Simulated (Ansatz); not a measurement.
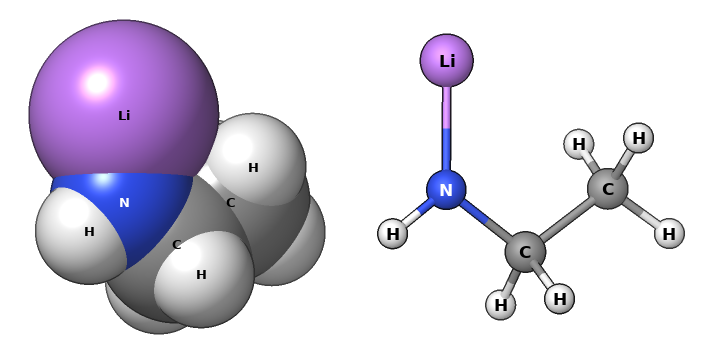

Both panels show the same species.

The computed structure is the end point of a PBE0-D4/def2-TZVP optimisation. No frequency run is at hand to confirm it as a minimum.

Count the atoms of each element.

C2H6LiN, 10 atoms: 2 carbon, 6 hydrogen, 1 lithium and 1 nitrogen.

What is the point group of this geometry?

Cs.

How many atoms are distinct by symmetry?

8: 1 Li, 1 N, 1 C, 1 C, 1 H, 2 H, 2 H, 1 H.

Write the SMILES.

[Li][NH]CC

The parts below concern this one geometry. Atoms keep their numbers from picture to picture.

**Electronic properties**

No frequency run is at hand to confirm it as a minimum. Level of theory: RKS PBE0-D4/def2-TZVPP (Ansatz 0.2.0).

Computed properties:

- HOMO energy (Kohn–Sham orbital): −4.32 eV
- LUMO energy (Kohn–Sham orbital): −0.91 eV
- HOMO–LUMO gap: 3.42 eV
- dispersion correction: −12.2 kJ/mol

**Charges**

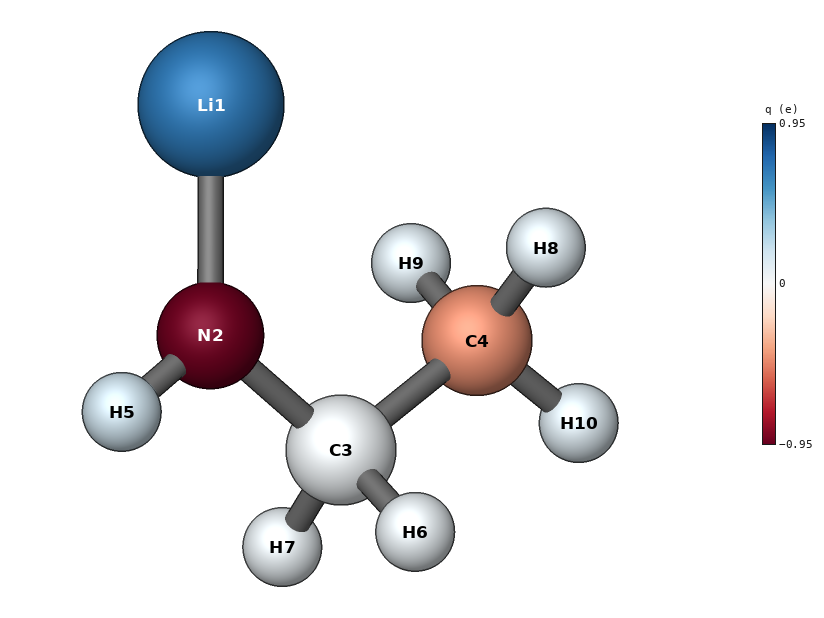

Atoms are coloured by their Mulliken charges. No frequency run is at hand to confirm it as a minimum. Level of theory: RKS PBE0-D4/def2-TZVP (Ansatz 0.2.0).

Which atom carries the highest charge (most positive or least negative)?

Li1 (0.68 e).

And the lowest?

N2 (−0.93 e).

List the Mulliken charges.

```tsv
atom	value (e)
Li1	0.68
N2	−0.93
C3	0.04
C4	−0.43
H5	0.18
H6	0.06
H7	0.06
H8	0.11
H9	0.11
H10	0.12
```

**Dipole moment**

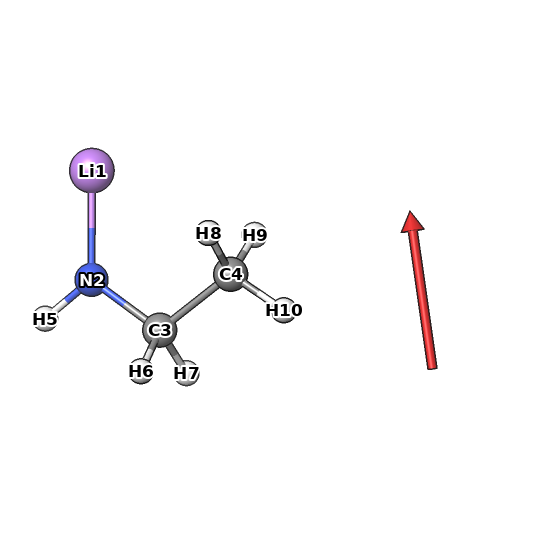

The arrow beside the molecule shows the direction of the dipole moment, from the negative to the positive end (its length means nothing). No frequency run is at hand to confirm it as a minimum. Properties computed with RKS PBE0-D4/def2-TZVP (Ansatz 0.2.0).

Estimate the dipole moment.

4.58 D; it points from the side of H6, H7 to the side of Li1 (the outermost atoms at the two ends).

Mulliken values depend strongly on the basis set and can even reverse the polarity of a bond.
